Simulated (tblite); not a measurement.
# Geometry relaxation of Ga2As2H8O (part 2 of 2)

The same run, continued: Ga2As2H8O, SMILES O[AsH+]1[GaH2-][AsH2+][GaH2-]1; GFN1-xTB geometry optimisation, gas phase (tblite 0.8.0). 

Geometry of the input (Å):
```
Ga 0.8083  1.3315  -1.1830
As -1.0186  1.4402  0.3818
Ga -1.3005  -0.9661  0.2541
As 0.5247  -1.0635  -1.3191
O  1.9696  -1.9633  -0.6008
H  2.1417  1.6858  -0.5381
H  0.4887  2.0067  -2.5078
H  -0.5741  1.8789  1.7252
H  -2.1976  2.1835  -0.1964
H  -0.9946  -1.6479  1.5452
H  -2.6198  -1.3229  -0.4106
H  0.0975  -1.5144  -2.6685
H  2.2851  -2.8390  -0.8845
```

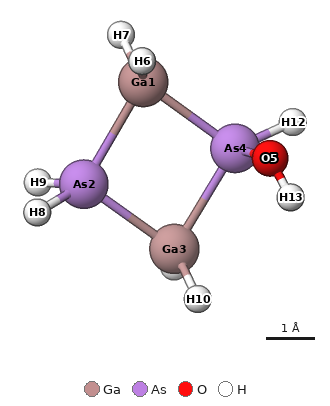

Figure 1. The geometry at step 114 of the log (ball-and-stick view, seen at a tilt; atoms are numbered from 1 in the order of the input).

Trajectory as extended XYZ, continued:
```
13
Properties=species:S:1:pos:R:3:forces:R:3 step=72 energy=-447.37793
Ga    0.9525    1.4025   -1.3328    0.0040  -0.0250   0.0050
As   -0.8821    1.3371    0.3909    0.0170   0.0120   0.0550
Ga   -1.3587   -1.0830    0.2423   -0.0070  -0.0050   0.0190
As    0.4150   -1.0195   -1.5419   -0.0190   0.0330   0.0190
O     1.8870   -1.8289   -0.8489    0.0240   0.0850  -0.0400
H     2.3384    1.6414   -0.6703    0.0060   0.0000  -0.0090
H     0.5024    2.3135   -2.5116    0.0000  -0.0060  -0.0340
H    -0.7951    1.9637    1.7287   -0.0070  -0.0180  -0.0180
H    -2.0773    2.1344    0.0374   -0.0190   0.0150   0.0020
H    -0.7946   -1.9143    1.4368    0.0050  -0.0130  -0.0020
H    -2.7842   -1.4309   -0.2795   -0.0130   0.0140  -0.0240
H     0.4517   -1.7651   -2.8273    0.0020  -0.0120  -0.0340
H     1.7554   -2.5414   -0.2265    0.0070  -0.0800   0.0630
13
Properties=species:S:1:pos:R:3:forces:R:3 step=78 energy=-447.37986
Ga    0.9540    1.3929   -1.3378    0.0000   0.0180  -0.0230
As   -0.8860    1.3449    0.3958    0.0090  -0.0050  -0.0090
Ga   -1.3649   -1.0746    0.2589   -0.0120   0.0100  -0.0240
As    0.4105   -1.0202   -1.5287    0.0170  -0.0470  -0.0300
O     1.8963   -1.8105   -0.8372   -0.0100   0.0220   0.0000
H     2.3427    1.6379   -0.6798   -0.0210   0.0040  -0.0050
H     0.5037    2.2967   -2.5268    0.0020  -0.0130   0.0110
H    -0.8010    1.9611    1.7354    0.0040   0.0080   0.0240
H    -2.0887    2.1398    0.0507    0.0170  -0.0130   0.0070
H    -0.8069   -1.9209    1.4450   -0.0150  -0.0010  -0.0020
H    -2.7768   -1.4158   -0.3056   -0.0140   0.0030   0.0130
H     0.4486   -1.7639   -2.8215    0.0090   0.0230   0.0320
H     1.7790   -2.5579   -0.2510    0.0130  -0.0110   0.0040
13
Properties=species:S:1:pos:R:3:forces:R:3 step=84 energy=-447.38167
Ga    0.9465    1.3858   -1.3573    0.0090  -0.0050   0.0090
As   -0.8675    1.3379    0.4092   -0.0060   0.0050  -0.0160
Ga   -1.3783   -1.0741    0.2518   -0.0070   0.0030  -0.0030
As    0.3964   -1.0266   -1.5432   -0.0230   0.0440   0.0330
O     1.8857   -1.7492   -0.7926    0.0090  -0.0200   0.0120
H     2.3404    1.6129   -0.7069    0.0050   0.0070  -0.0020
H     0.4998    2.3075   -2.5311   -0.0250  -0.0030   0.0000
H    -0.7940    1.9564    1.7508    0.0210  -0.0160  -0.0060
H    -2.0705    2.1315    0.0633    0.0040  -0.0110  -0.0060
H    -0.8255   -1.9392    1.4274   -0.0090  -0.0060  -0.0060
H    -2.7997   -1.3969   -0.3021    0.0030   0.0120   0.0020
H     0.4876   -1.7978   -2.8125    0.0090  -0.0100  -0.0200
H     1.7896   -2.5387   -0.2595    0.0120   0.0020   0.0030
13
Properties=species:S:1:pos:R:3:forces:R:3 step=90 energy=-447.38239
Ga    0.9464    1.3858   -1.3593   -0.0040  -0.0150   0.0070
As   -0.8653    1.3381    0.4062    0.0060   0.0000   0.0130
Ga   -1.3851   -1.0697    0.2537    0.0140  -0.0010   0.0100
As    0.3952   -1.0255   -1.5353    0.0160  -0.0010   0.0080
O     1.8886   -1.7399   -0.7803    0.0010  -0.0010  -0.0070
H     2.3380    1.6163   -0.7072    0.0110   0.0150  -0.0100
H     0.4879    2.2978   -2.5357   -0.0110   0.0050   0.0010
H    -0.7829    1.9483    1.7516    0.0010  -0.0030  -0.0190
H    -2.0688    2.1296    0.0624   -0.0070   0.0100   0.0110
H    -0.8427   -1.9402    1.4300   -0.0080  -0.0030  -0.0060
H    -2.8037   -1.3842   -0.3065   -0.0200   0.0020  -0.0110
H     0.4921   -1.7970   -2.8061    0.0060  -0.0060  -0.0030
H     1.8107   -2.5500   -0.2762   -0.0060  -0.0010   0.0070
13
Properties=species:S:1:pos:R:3:forces:R:3 step=96 energy=-447.38311
Ga    0.9474    1.3811   -1.3607    0.0020   0.0200  -0.0200
As   -0.8626    1.3375    0.4057    0.0010  -0.0070   0.0030
Ga   -1.3927   -1.0665    0.2541   -0.0190  -0.0120  -0.0220
As    0.4003   -1.0289   -1.5324    0.0030  -0.0190   0.0010
O     1.8938   -1.7384   -0.7730   -0.0070  -0.0170   0.0130
H     2.3442    1.6318   -0.7233   -0.0160   0.0010  -0.0080
H     0.4704    2.2930   -2.5323    0.0000  -0.0080   0.0030
H    -0.7712    1.9437    1.7499    0.0020   0.0030   0.0190
H    -2.0687    2.1314    0.0739    0.0060   0.0040   0.0050
H    -0.8597   -1.9512    1.4236   -0.0040   0.0020   0.0020
H    -2.8161   -1.3710   -0.3119    0.0350   0.0090  -0.0010
H     0.5076   -1.8015   -2.8032   -0.0010   0.0090   0.0080
H     1.8178   -2.5515   -0.2730   -0.0030   0.0150  -0.0010
13
Properties=species:S:1:pos:R:3:forces:R:3 step=102 energy=-447.38407
Ga    0.9460    1.3750   -1.3825   -0.0200  -0.0040   0.0140
As   -0.8452    1.3298    0.4145   -0.0110   0.0050  -0.0010
Ga   -1.4002   -1.0669    0.2462    0.0270   0.0260   0.0060
As    0.4000   -1.0366   -1.5343   -0.0150   0.0340  -0.0230
O     1.8861   -1.7236   -0.7447    0.0200  -0.0180   0.0020
H     2.3469    1.6401   -0.7625   -0.0020   0.0020   0.0000
H     0.4387    2.2943   -2.5340   -0.0020  -0.0080  -0.0180
H    -0.7531    1.9266    1.7635    0.0120  -0.0060   0.0170
H    -2.0572    2.1236    0.0985    0.0190  -0.0060  -0.0030
H    -0.8813   -1.9744    1.4028    0.0010  -0.0070   0.0110
H    -2.8192   -1.3408   -0.3312   -0.0250  -0.0170  -0.0270
H     0.5366   -1.8069   -2.8041    0.0080  -0.0070   0.0230
H     1.8125   -2.5307   -0.2348   -0.0120   0.0060  -0.0020
13
Properties=species:S:1:pos:R:3:forces:R:3 step=108 energy=-447.38523
Ga    0.9379    1.3748   -1.3992    0.0020   0.0060   0.0170
As   -0.8286    1.3258    0.4270    0.0060  -0.0030  -0.0030
Ga   -1.4042   -1.0615    0.2398   -0.0040  -0.0140   0.0020
As    0.4064   -1.0355   -1.5349    0.0090  -0.0100   0.0160
O     1.8872   -1.7229   -0.7291   -0.0140   0.0380  -0.0160
H     2.3439    1.6584   -0.7999    0.0030   0.0090   0.0030
H     0.4036    2.2835   -2.5477   -0.0040  -0.0080  -0.0020
H    -0.7293    1.9040    1.7847    0.0060  -0.0040  -0.0060
H    -2.0414    2.1205    0.1227    0.0020   0.0090   0.0090
H    -0.9078   -1.9984    1.3871   -0.0060   0.0210  -0.0150
H    -2.8205   -1.3176   -0.3626    0.0130  -0.0090  -0.0040
H     0.5683   -1.8103   -2.7957   -0.0080  -0.0150  -0.0150
H     1.7951   -2.5113   -0.1948   -0.0060  -0.0180   0.0150
13
Properties=species:S:1:pos:R:3:forces:R:3 step=114 energy=-447.38607
Ga    0.9296    1.3807   -1.3937    0.0060   0.0050  -0.0280
As   -0.8242    1.3205    0.4335    0.0110   0.0020   0.0060
Ga   -1.4098   -1.0627    0.2273    0.0010  -0.0040  -0.0320
As    0.4138   -1.0382   -1.5300    0.0160   0.0030  -0.0080
O     1.8895   -1.7215   -0.7132   -0.0070  -0.0130   0.0180
H     2.3429    1.6891   -0.8221   -0.0140  -0.0040   0.0030
H     0.3728    2.2621   -2.5555    0.0060  -0.0080   0.0170
H    -0.6995    1.8904    1.7926    0.0020  -0.0110  -0.0100
H    -2.0277    2.1328    0.1469   -0.0130   0.0220   0.0070
H    -0.9345   -1.9981    1.3781    0.0110  -0.0150   0.0280
H    -2.8171   -1.3099   -0.3948   -0.0110  -0.0010  -0.0030
H     0.5788   -1.8215   -2.7881   -0.0100   0.0040   0.0140
H     1.7958   -2.5141   -0.1836    0.0020   0.0200  -0.0120
13
Properties=species:S:1:pos:R:3:forces:R:3 step=120 energy=-447.38673
Ga    0.9241    1.3860   -1.3975   -0.0120   0.0040   0.0020
As   -0.8183    1.3140    0.4362   -0.0150   0.0010  -0.0170
Ga   -1.4101   -1.0720    0.2074   -0.0070   0.0050  -0.0030
As    0.4206   -1.0352   -1.5327   -0.0120  -0.0090  -0.0100
O     1.8854   -1.7063   -0.6899    0.0070  -0.0020  -0.0010
H     2.3392    1.7003   -0.8390    0.0040  -0.0020   0.0000
H     0.3462    2.2515   -2.5572    0.0090   0.0130  -0.0100
H    -0.6724    1.8735    1.7967    0.0070  -0.0090   0.0030
H    -2.0125    2.1486    0.1674    0.0030   0.0030   0.0090
H    -0.9486   -2.0041    1.3700    0.0010  -0.0020  -0.0010
H    -2.8209   -1.3031   -0.4159    0.0050  -0.0010   0.0050
H     0.5907   -1.8391   -2.7772    0.0020   0.0050   0.0130
H     1.7873   -2.5046   -0.1708    0.0070  -0.0060   0.0090
13
Properties=species:S:1:pos:R:3:forces:R:3 step=126 energy=-447.38744
Ga    0.9094    1.3991   -1.3989    0.0090  -0.0190   0.0010
As   -0.8256    1.3075    0.4301   -0.0040   0.0130   0.0010
Ga   -1.4149   -1.0815    0.1856    0.0050  -0.0110   0.0190
As    0.4221   -1.0354   -1.5361    0.0130   0.0170   0.0260
O     1.8798   -1.6921   -0.6663   -0.0030  -0.0170   0.0110
H     2.3341    1.7056   -0.8574   -0.0120  -0.0030   0.0020
H     0.3348    2.2571   -2.5666    0.0070  -0.0040  -0.0050
H    -0.6350    1.8437    1.7950    0.0090  -0.0080  -0.0060
H    -2.0015    2.1776    0.1990   -0.0060  -0.0050   0.0100
H    -0.9592   -2.0080    1.3570   -0.0090   0.0160  -0.0120
H    -2.8281   -1.3036   -0.4321   -0.0080  -0.0030  -0.0030
H     0.6053   -1.8642   -2.7587    0.0010  -0.0120  -0.0280
H     1.7891   -2.4964   -0.1532   -0.0010   0.0350  -0.0170
13
Properties=species:S:1:pos:R:3:forces:R:3 step=132 energy=-447.38812
Ga    0.8991    1.3983   -1.4067    0.0060   0.0200  -0.0060
As   -0.8370    1.3113    0.4227    0.0140  -0.0130   0.0080
Ga   -1.4250   -1.0821    0.1766    0.0000   0.0400  -0.0220
As    0.4346   -1.0375   -1.5214   -0.0160  -0.0330  -0.0100
O     1.8926   -1.6890   -0.6501    0.0010   0.0240  -0.0200
H     2.3202    1.7286   -0.8717   -0.0010  -0.0070   0.0190
H     0.3275    2.2410   -2.5883   -0.0030  -0.0180   0.0050
H    -0.5955    1.8095    1.7949    0.0050  -0.0040  -0.0220
H    -2.0030    2.2054    0.2462   -0.0140   0.0030   0.0120
H    -0.9938   -2.0003    1.3589    0.0020  -0.0070   0.0200
H    -2.8286   -1.2993   -0.4656   -0.0010  -0.0060   0.0020
H     0.6113   -1.8728   -2.7437    0.0090   0.0100  -0.0010
H     1.8081   -2.5034   -0.1545   -0.0030  -0.0070   0.0160
13
Properties=species:S:1:pos:R:3:forces:R:3 step=138 energy=-447.38979
Ga    0.8872    1.3984   -1.4238    0.0000  -0.0240  -0.0040
As   -0.8518    1.3152    0.4021   -0.0200   0.0310  -0.0140
Ga   -1.4345   -1.0717    0.1578   -0.0310  -0.0370   0.0140
As    0.4442   -1.0462   -1.5217   -0.0140   0.0110  -0.0260
O     1.9039   -1.6890   -0.6465   -0.0200   0.0060  -0.0210
H     2.2941    1.7406   -0.8627    0.0170   0.0050   0.0110
H     0.3251    2.2238   -2.6201   -0.0050  -0.0050  -0.0010
H    -0.5260    1.7446    1.7791   -0.0060   0.0070  -0.0090
H    -2.0106    2.2363    0.3249    0.0300  -0.0240   0.0220
H    -1.0208   -1.9849    1.3550    0.0060   0.0130  -0.0080
H    -2.8331   -1.3087   -0.4935    0.0260   0.0060  -0.0050
H     0.6254   -1.8768   -2.7489    0.0160   0.0110   0.0410
H     1.8074   -2.4722   -0.1043    0.0010   0.0010  -0.0010
13
Properties=species:S:1:pos:R:3:forces:R:3 step=144 energy=-447.39120
Ga    0.8764    1.3886   -1.4560    0.0050  -0.0010  -0.0010
As   -0.8563    1.3165    0.3863   -0.0240   0.0100   0.0170
Ga   -1.4574   -1.0666    0.1414    0.0150   0.0020   0.0130
As    0.4365   -1.0517   -1.5297   -0.0040   0.0000   0.0180
O     1.8914   -1.6432   -0.6118    0.0040  -0.0040   0.0090
H     2.2788    1.7364   -0.8802   -0.0140   0.0050  -0.0110
H     0.3076    2.2120   -2.6514    0.0100  -0.0010   0.0100
H    -0.4515    1.6734    1.7649    0.0010  -0.0050  -0.0250
H    -2.0020    2.2565    0.4252    0.0340  -0.0250  -0.0040
H    -1.0572   -1.9849    1.3388    0.0040   0.0070  -0.0120
H    -2.8388   -1.2991   -0.5390   -0.0200  -0.0060  -0.0090
H     0.6738   -1.9053   -2.7286   -0.0030   0.0090   0.0020
H     1.8091   -2.4232   -0.0625   -0.0070   0.0080  -0.0080
13
Properties=species:S:1:pos:R:3:forces:R:3 step=150 energy=-447.39160
Ga    0.8676    1.3888   -1.4645   -0.0040   0.0000   0.0080
As   -0.8600    1.3113    0.3823    0.0200   0.0110   0.0060
Ga   -1.4659   -1.0674    0.1284   -0.0170  -0.0060  -0.0040
As    0.4396   -1.0527   -1.5251    0.0120  -0.0020   0.0070
O     1.8906   -1.6333   -0.5931   -0.0100   0.0020   0.0010
H     2.2685    1.7517   -0.8972    0.0000   0.0040  -0.0010
H     0.2918    2.2036   -2.6608    0.0020   0.0030  -0.0080
H    -0.4120    1.6395    1.7543   -0.0030  -0.0080  -0.0140
H    -1.9858    2.2680    0.4664   -0.0010  -0.0020  -0.0030
H    -1.0731   -1.9852    1.3268   -0.0010  -0.0050   0.0030
H    -2.8435   -1.2950   -0.5660    0.0070  -0.0040   0.0080
H     0.6888   -1.9119   -2.7169   -0.0010   0.0040  -0.0020
H     1.8038   -2.4079   -0.0370   -0.0040   0.0020  -0.0030
13
Properties=species:S:1:pos:R:3:forces:R:3 step=154 energy=-447.39168
Ga    0.8638    1.3896   -1.4678    0.0040   0.0040  -0.0050
As   -0.8572    1.3103    0.3810   -0.0060  -0.0040  -0.0040
Ga   -1.4701   -1.0676    0.1242    0.0040  -0.0020   0.0030
As    0.4411   -1.0527   -1.5240   -0.0060   0.0000  -0.0040
O     1.8884   -1.6277   -0.5845    0.0000   0.0030   0.0020
H     2.2652    1.7559   -0.9041    0.0030   0.0060   0.0000
H     0.2849    2.2016   -2.6653    0.0040  -0.0020  -0.0010
H    -0.3977    1.6255    1.7509    0.0000   0.0010   0.0040
H    -1.9794    2.2701    0.4791    0.0040  -0.0010   0.0010
H    -1.0794   -1.9883    1.3218   -0.0060   0.0000   0.0000
H    -2.8453   -1.2928   -0.5738   -0.0010  -0.0040   0.0050
H     0.6962   -1.9140   -2.7134    0.0020   0.0030   0.0000
H     1.8001   -2.4005   -0.0265   -0.0030  -0.0040   0.0010
```

Summary:

| quantity | value |
| --- | --- |
| outcome | converged |
| total energy | −447.3917 eV |
| hardware | 1 CPU thread, shared host |
| wall time | 6.8 s |
| peak memory | 0.18 GiB |
